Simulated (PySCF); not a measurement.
Geometry relaxation of C9H18Ge (part 2 of 2)

The same run, continued: C9H18Ge; PBE0-D3(BJ)/def2-SVP geometry optimisation, gas phase (PySCF 2.14.0). It belongs to a series of runs on one base structure; here: constitutional isomer.

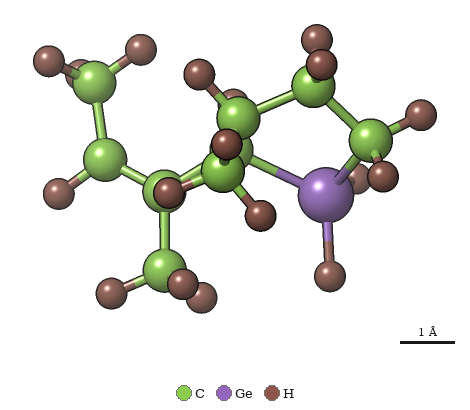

**Figure 1.** The geometry at step 10 of the log (ball-and-stick view, seen at a tilt).

**Trajectory as extended XYZ, continued**
```
28
Properties=species:S:1:pos:R:3:forces:R:3 step=7 energy=-66112.85843
C     2.9663   -1.6240   -0.4564   -0.0438  -0.0039   0.0033
C     2.6035   -0.3742    0.2836    0.0486   0.0341   0.0405
C     1.4054    0.2367    0.3151   -0.0141  -0.0494  -0.0194
C     1.2313    1.5153    1.0832    0.0163   0.0067  -0.0116
C     0.2200   -0.3287   -0.4268   -0.0105   0.0002   0.0012
Ge   -1.1661    0.8797   -1.1797   -0.0067   0.0083  -0.0183
C    -2.6030   -0.4518   -0.9512    0.0065   0.0194   0.0010
C    -1.8463   -1.7182   -0.5290    0.0121  -0.0058  -0.0066
C    -0.6349   -1.3663    0.3496    0.0005  -0.0132  -0.0020
C    -1.0571   -0.8944    1.7354   -0.0029  -0.0022   0.0053
H     2.1184   -2.3154   -0.5650   -0.0068  -0.0011  -0.0117
H     3.7738   -2.1665    0.0586   -0.0210  -0.0009   0.0043
H     3.3365   -1.4002   -1.4729    0.0221   0.0082  -0.0008
H     3.4198    0.1017    0.8412    0.0064   0.0143  -0.0180
H     0.3685    1.4731    1.7657   -0.0057   0.0003   0.0086
H     1.0415    2.3630    0.4021    0.0072  -0.0050   0.0072
H     2.1269    1.7516    1.6760   -0.0082   0.0030  -0.0022
H     0.5928   -0.8528   -1.3235    0.0007   0.0050   0.0032
H    -0.8722    1.2476   -2.6504   -0.0077  -0.0057   0.0299
H    -1.4337    2.1801   -0.3945    0.0066  -0.0119  -0.0127
H    -3.1994   -0.6038   -1.8617   -0.0074  -0.0006  -0.0034
H    -3.2929   -0.1077   -0.1651    0.0042  -0.0015  -0.0054
H    -1.4802   -2.2378   -1.4314    0.0013  -0.0010   0.0019
H    -2.5051   -2.4326   -0.0065    0.0004  -0.0008   0.0032
H    -0.0258   -2.2780    0.4854    0.0019  -0.0009   0.0009
H    -0.1827   -0.7170    2.3786   -0.0046   0.0022  -0.0016
H    -1.6395    0.0414    1.6967    0.0026  -0.0029   0.0032
H    -1.6859   -1.6537    2.2263    0.0019   0.0053   0.0002
28
Properties=species:S:1:pos:R:3:forces:R:3 step=8 energy=-66112.86402
C     2.9819   -1.6129   -0.4436   -0.0230   0.0220  -0.0091
C     2.6066   -0.3629    0.2876   -0.0043   0.0238   0.0258
C     1.4016    0.2360    0.3180    0.0009  -0.0360  -0.0088
C     1.2132    1.5146    1.0848    0.0153  -0.0243  -0.0031
C     0.2213   -0.3387   -0.4238   -0.0303   0.0188   0.0142
Ge   -1.1508    0.8673   -1.2052   -0.0090  -0.0217   0.0178
C    -2.5986   -0.4480   -0.9647    0.0107  -0.0046  -0.0116
C    -1.8532   -1.7161   -0.5261   -0.0060  -0.0122   0.0023
C    -0.6421   -1.3676    0.3548    0.0097  -0.0201  -0.0053
C    -1.0651   -0.8952    1.7402   -0.0052  -0.0004  -0.0117
H     2.1166   -2.2509   -0.6716   -0.0026   0.0023  -0.0103
H     3.6919   -2.2134    0.1453   -0.0013  -0.0167   0.0149
H     3.4855   -1.3850   -1.4007    0.0086   0.0036   0.0208
H     3.4189    0.1209    0.8441    0.0101   0.0178  -0.0156
H     0.3570    1.4606    1.7757    0.0060  -0.0021  -0.0082
H     1.0043    2.3582    0.4052    0.0092   0.0005  -0.0064
H     2.1093    1.7657    1.6694    0.0105   0.0070   0.0125
H     0.5999   -0.8738   -1.3103   -0.0005   0.0033  -0.0206
H    -0.8445    1.2048   -2.6773    0.0028   0.0092  -0.0202
H    -1.4132    2.1819   -0.4459    0.0001   0.0135   0.0028
H    -3.1937   -0.6052   -1.8755   -0.0043  -0.0038   0.0079
H    -3.2872   -0.0883   -0.1849   -0.0043  -0.0033   0.0042
H    -1.4884   -2.2488   -1.4214    0.0012   0.0055   0.0007
H    -2.5193   -2.4198    0.0017   -0.0035  -0.0001  -0.0033
H    -0.0384   -2.2832    0.4914    0.0068   0.0108   0.0074
H    -0.1915   -0.6982    2.3783    0.0046  -0.0027   0.0021
H    -1.6660    0.0285    1.6996    0.0068   0.0081   0.0015
H    -1.6760   -1.6637    2.2384   -0.0091   0.0019  -0.0008
28
Properties=species:S:1:pos:R:3:forces:R:3 step=9 energy=-66112.86802
C     3.0077   -1.5996   -0.4157    0.0158   0.0203   0.0026
C     2.6071   -0.3494    0.2975   -0.0212   0.0198   0.0058
C     1.3950    0.2364    0.3177    0.0076  -0.0248   0.0010
C     1.1940    1.5170    1.0791    0.0153  -0.0284   0.0156
C     0.2200   -0.3485   -0.4241   -0.0297   0.0348   0.0005
Ge   -1.1391    0.8526   -1.2356   -0.0125  -0.0281   0.0356
C    -2.5973   -0.4470   -0.9800    0.0091  -0.0133  -0.0125
C    -1.8627   -1.7160   -0.5258   -0.0102  -0.0166   0.0093
C    -0.6510   -1.3698    0.3560    0.0233  -0.0361  -0.0083
C    -1.0733   -0.8973    1.7411   -0.0117   0.0070  -0.0126
H     2.1521   -2.1556   -0.8221   -0.0026  -0.0046  -0.0113
H     3.5537   -2.2761    0.2611   -0.0025  -0.0254   0.0124
H     3.6955   -1.3810   -1.2527   -0.0176   0.0034   0.0269
H     3.4100    0.1455    0.8586    0.0039   0.0162  -0.0110
H     0.3434    1.4543    1.7765    0.0030   0.0017  -0.0162
H     0.9698    2.3555    0.3986    0.0101  -0.0009  -0.0139
H     2.0899    1.7822    1.6577    0.0114   0.0057   0.0117
H     0.6051   -0.8945   -1.3006   -0.0030   0.0056  -0.0303
H    -0.8212    1.1573   -2.7115    0.0061   0.0142  -0.0352
H    -1.3955    2.1836   -0.5046   -0.0046   0.0203   0.0059
H    -3.1935   -0.6106   -1.8891   -0.0032  -0.0045   0.0107
H    -3.2832   -0.0724   -0.2050   -0.0060  -0.0015   0.0056
H    -1.5005   -2.2620   -1.4141    0.0025   0.0102  -0.0017
H    -2.5361   -2.4083    0.0080   -0.0020  -0.0017  -0.0068
H    -0.0514   -2.2884    0.4921    0.0130   0.0192   0.0152
H    -0.2000   -0.6765    2.3717    0.0077  -0.0097   0.0043
H    -1.6962    0.0117    1.6992    0.0147   0.0136   0.0012
H    -1.6623   -1.6764    2.2492   -0.0167   0.0035  -0.0046
28
Properties=species:S:1:pos:R:3:forces:R:3 step=10 energy=-66112.87034
C     3.0118   -1.6024   -0.3777    0.0405   0.0158   0.0043
C     2.6028   -0.3426    0.3114   -0.0357   0.0102   0.0016
C     1.3908    0.2438    0.3133    0.0164  -0.0062   0.0197
C     1.1857    1.5300    1.0642    0.0142  -0.0207   0.0126
C     0.2192   -0.3445   -0.4311   -0.0187   0.0291  -0.0131
Ge   -1.1430    0.8503   -1.2474   -0.0080  -0.0272   0.0425
C    -2.5972   -0.4521   -0.9868    0.0025  -0.0208  -0.0083
C    -1.8588   -1.7195   -0.5337   -0.0134  -0.0148   0.0139
C    -0.6472   -1.3708    0.3472    0.0206  -0.0339  -0.0077
C    -1.0689   -0.9036    1.7344   -0.0103   0.0121  -0.0127
H     2.1830   -2.0970   -0.9019   -0.0065  -0.0021  -0.0106
H     3.4263   -2.3251    0.3446   -0.0043  -0.0207   0.0087
H     3.8132   -1.4112   -1.1132   -0.0256  -0.0003   0.0117
H     3.3993    0.1568    0.8777   -0.0022   0.0093  -0.0018
H     0.3299    1.4734    1.7558   -0.0002  -0.0011  -0.0179
H     0.9684    2.3641    0.3762    0.0047   0.0024  -0.0150
H     2.0774    1.7987    1.6480    0.0101   0.0023   0.0103
H     0.6081   -0.8897   -1.3067   -0.0004   0.0067  -0.0301
H    -0.8261    1.1491   -2.7246    0.0080   0.0124  -0.0378
H    -1.4019    2.1848   -0.5238   -0.0075   0.0196   0.0092
H    -3.1971   -0.6179   -1.8931    0.0005  -0.0037   0.0095
H    -3.2812   -0.0789   -0.2094   -0.0054   0.0006   0.0061
H    -1.4964   -2.2649   -1.4223    0.0024   0.0110  -0.0031
H    -2.5305   -2.4129    0.0008   -0.0009  -0.0038  -0.0079
H    -0.0436   -2.2872    0.4794    0.0134   0.0179   0.0178
H    -0.1954   -0.6724    2.3609    0.0098  -0.0116   0.0052
H    -1.7025   -0.0019    1.6957    0.0149   0.0150  -0.0009
H    -1.6461   -1.6895    2.2453   -0.0189   0.0025  -0.0059
28
Properties=species:S:1:pos:R:3:forces:R:3 step=11 energy=-66112.87467
C     2.9941   -1.6151   -0.3371    0.0268  -0.0067   0.0304
C     2.5928   -0.3421    0.3323   -0.0330  -0.0300  -0.0148
C     1.3885    0.2582    0.3073    0.0140   0.0206   0.0332
C     1.1878    1.5533    1.0426    0.0030  -0.0007   0.0098
C     0.2196   -0.3277   -0.4436   -0.0027   0.0011  -0.0355
Ge   -1.1630    0.8561   -1.2411    0.0031  -0.0085   0.0262
C    -2.5975   -0.4694   -0.9850   -0.0099  -0.0185   0.0033
C    -1.8399   -1.7308   -0.5473   -0.0090  -0.0036   0.0133
C    -0.6300   -1.3710    0.3308    0.0067  -0.0115  -0.0036
C    -1.0524   -0.9092    1.7197   -0.0049   0.0122  -0.0042
H     2.1893   -2.0598   -0.9386    0.0008   0.0098  -0.0017
H     3.3048   -2.3693    0.4062   -0.0007  -0.0009  -0.0002
H     3.8644   -1.4577   -0.9966   -0.0059  -0.0015  -0.0083
H     3.3843    0.1512    0.9108    0.0021   0.0035  -0.0058
H     0.3151    1.5155    1.7138   -0.0042   0.0008  -0.0118
H     1.0002    2.3841    0.3416   -0.0040   0.0026  -0.0096
H     2.0699    1.8144    1.6449    0.0012  -0.0046   0.0002
H     0.6111   -0.8601   -1.3271   -0.0064   0.0144  -0.0107
H    -0.8591    1.1743   -2.7184    0.0051   0.0034  -0.0180
H    -1.4355    2.1821   -0.5054   -0.0071   0.0061   0.0088
H    -3.2029   -0.6358   -1.8874    0.0060   0.0003   0.0009
H    -3.2812   -0.1137   -0.1989   -0.0014   0.0037   0.0012
H    -1.4734   -2.2628   -1.4422    0.0015   0.0072  -0.0052
H    -2.5002   -2.4376   -0.0163    0.0036  -0.0056  -0.0059
H    -0.0134   -2.2788    0.4592    0.0127   0.0079   0.0146
H    -0.1781   -0.6784    2.3458    0.0054  -0.0119   0.0028
H    -1.6852   -0.0067    1.6841    0.0101   0.0092  -0.0037
H    -1.6299   -1.6960    2.2292   -0.0127   0.0015  -0.0060
28
Properties=species:S:1:pos:R:3:forces:R:3 step=12 energy=-66112.87849
C     2.9606   -1.6405   -0.2835   -0.0041  -0.0068   0.0008
C     2.5791   -0.3458    0.3554   -0.0283  -0.0358  -0.0067
C     1.3881    0.2777    0.2982    0.0110   0.0259   0.0232
C     1.1951    1.5861    1.0097    0.0063   0.0183  -0.0112
C     0.2208   -0.3025   -0.4609    0.0089  -0.0372  -0.0191
Ge   -1.1936    0.8702   -1.2161    0.0066   0.0135  -0.0026
C    -2.5980   -0.4911   -0.9758   -0.0165  -0.0097   0.0129
C    -1.8107   -1.7443   -0.5687   -0.0030   0.0047   0.0077
C    -0.6032   -1.3712    0.3061   -0.0106   0.0092  -0.0054
C    -1.0262   -0.9201    1.6985    0.0033   0.0062   0.0043
H     2.1623   -2.0618   -0.9109    0.0083   0.0135   0.0043
H     3.2145   -2.3991    0.4770    0.0069   0.0115   0.0035
H     3.8577   -1.5215   -0.9135    0.0139  -0.0039  -0.0060
H     3.3705    0.1418    0.9386    0.0039  -0.0044   0.0017
H     0.2990    1.5766    1.6502   -0.0010  -0.0028   0.0012
H     1.0496    2.4100    0.2898   -0.0099   0.0026   0.0017
H     2.0627    1.8367    1.6371   -0.0020  -0.0033  -0.0035
H     0.6117   -0.8105   -1.3597   -0.0044   0.0114   0.0022
H    -0.9126    1.2303   -2.6896    0.0014  -0.0044   0.0009
H    -1.4861    2.1742   -0.4478   -0.0033  -0.0068   0.0046
H    -3.2092   -0.6525   -1.8752    0.0100   0.0022  -0.0068
H    -3.2816   -0.1656   -0.1764    0.0015   0.0039  -0.0030
H    -1.4385   -2.2500   -1.4764   -0.0001   0.0009  -0.0037
H    -2.4515   -2.4754   -0.0469    0.0048  -0.0054  -0.0020
H     0.0320   -2.2669    0.4278   -0.0003  -0.0009   0.0047
H    -0.1504   -0.7033    2.3280   -0.0007  -0.0043   0.0002
H    -1.6482   -0.0099    1.6693    0.0007   0.0011  -0.0019
H    -1.6141   -1.7049    2.1992   -0.0033   0.0007  -0.0021
28
Properties=species:S:1:pos:R:3:forces:R:3 step=13 energy=-66112.87887
C     2.9657   -1.6402   -0.2764   -0.0064  -0.0116   0.0001
C     2.5775   -0.3468    0.3600    0.0000  -0.0018   0.0061
C     1.3873    0.2776    0.2985   -0.0017   0.0121   0.0027
C     1.1936    1.5886    1.0051    0.0020   0.0069  -0.0031
C     0.2209   -0.3039   -0.4620    0.0085  -0.0188  -0.0099
Ge   -1.1942    0.8690   -1.2158    0.0025   0.0112  -0.0082
C    -2.5987   -0.4930   -0.9773   -0.0106  -0.0013   0.0104
C    -1.8109   -1.7457   -0.5705    0.0017   0.0020   0.0031
C    -0.6039   -1.3721    0.3049   -0.0004   0.0037  -0.0053
C    -1.0277   -0.9194    1.6965    0.0008   0.0042   0.0030
H     2.1760   -2.0571   -0.9170   -0.0007   0.0010   0.0008
H     3.2068   -2.4003    0.4867    0.0033   0.0030  -0.0017
H     3.8728   -1.5220   -0.8924    0.0029   0.0006   0.0007
H     3.3666    0.1414    0.9461    0.0004   0.0000   0.0001
H     0.2967    1.5801    1.6447   -0.0012   0.0002   0.0048
H     1.0475    2.4102    0.2827   -0.0046  -0.0021   0.0019
H     2.0605    1.8412    1.6327   -0.0022  -0.0009  -0.0044
H     0.6122   -0.8103   -1.3614   -0.0007   0.0030   0.0029
H    -0.9127    1.2305   -2.6891   -0.0011  -0.0028   0.0052
H    -1.4886    2.1714   -0.4453   -0.0009  -0.0063   0.0014
H    -3.2082   -0.6535   -1.8778    0.0064   0.0003  -0.0059
H    -3.2831   -0.1678   -0.1784    0.0009   0.0021  -0.0042
H    -1.4378   -2.2502   -1.4785    0.0000   0.0004  -0.0016
H    -2.4510   -2.4782   -0.0498    0.0035  -0.0036  -0.0003
H     0.0309   -2.2679    0.4280   -0.0002  -0.0013   0.0031
H    -0.1522   -0.7051    2.3272   -0.0016  -0.0022  -0.0001
H    -1.6471   -0.0074    1.6658    0.0014   0.0001   0.0000
H    -1.6187   -1.7025    2.1963   -0.0020   0.0019  -0.0016
```

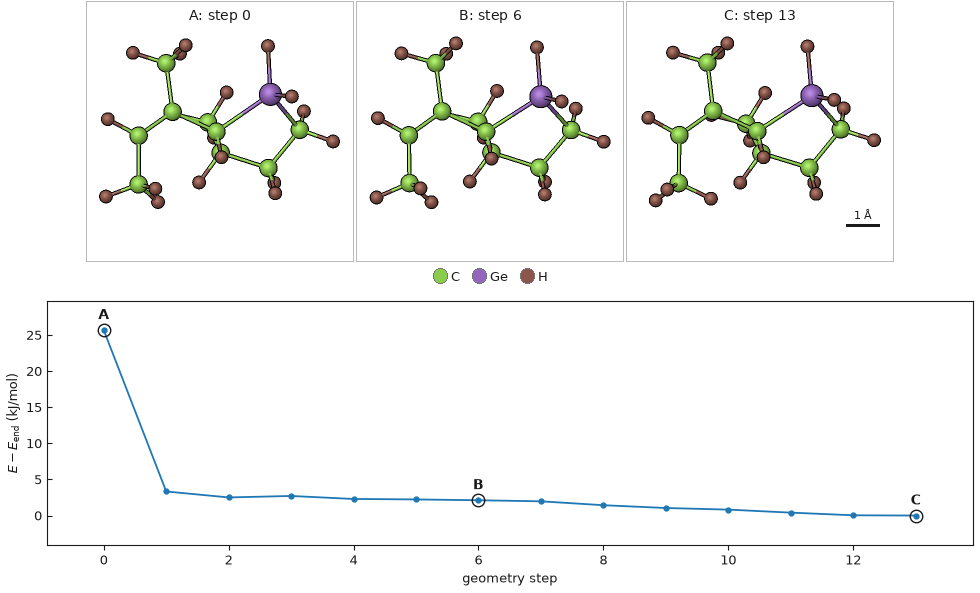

**Figure 2.** Frames of the relaxation (ball-and-stick view, seen at a tilt) above the curves, on which the letters mark them (steps are counted from 0).

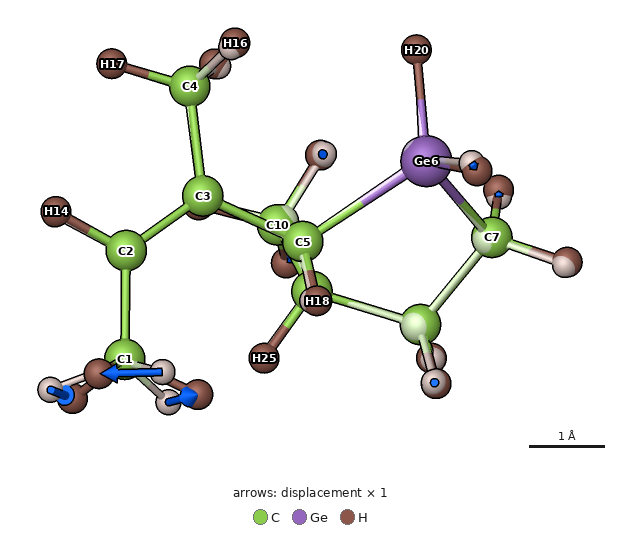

**Figure 3.** Start (faint) and end (solid) with the displacements as blue arrows, at true length (ball-and-stick view, seen at a tilt). The two geometries are laid on each other by the best rigid fit. The energy falls by 25.7 kJ/mol in 13 geometry steps. The largest force component goes from 2 to 0.019 eV/Å. The largest move after the best rigid fit is that of H13, 0.86 Å. Largest moves by element: H 0.86 Å, C 0.07 Å, Ge 0.06 Å. Distances before and after: Ge6–H19 1.501 → 1.543 Å, C1–H12 1.065 → 1.104 Å, C4–H17 1.065 → 1.100 Å, C1–C2 1.519 → 1.493 Å. Among the angles that change: H12–C1–H13 111.4° → 106.3°, C5–Ge6–H20 119.9° → 116.4°, C3–C4–H15 108.4° → 111.8°. (Atoms are counted from 1 in the order of the input.)

**Results in brief**

| quantity | value |
| --- | --- |
| outcome | converged |
| total energy | −2429.603506 hartree |
| dipole moment | 0.79 D |
| point group | C1 |
| hardware | 1 CPU thread, shared host |
| wall time | 20 min |
| peak memory | 1.2 GiB |
